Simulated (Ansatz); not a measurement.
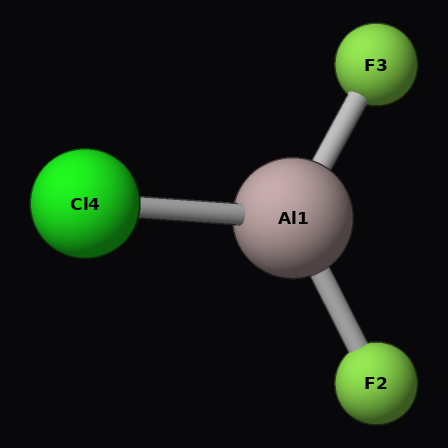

The questions are on Mulliken charges. The geometry was computed by an optimisation with PBE0-D4/def2-TZVP. Properties computed with RKS PBE0-D4/def2-TZVP (Ansatz 0.2.0).

List the Mulliken charges.

| atom | value (e) |
| --- | --- |
| Al1 | 0.84 |
| F2 | −0.31 |
| F3 | −0.31 |
| Cl4 | −0.21 |

Mulliken values depend strongly on the basis set and can even reverse the polarity of a bond.
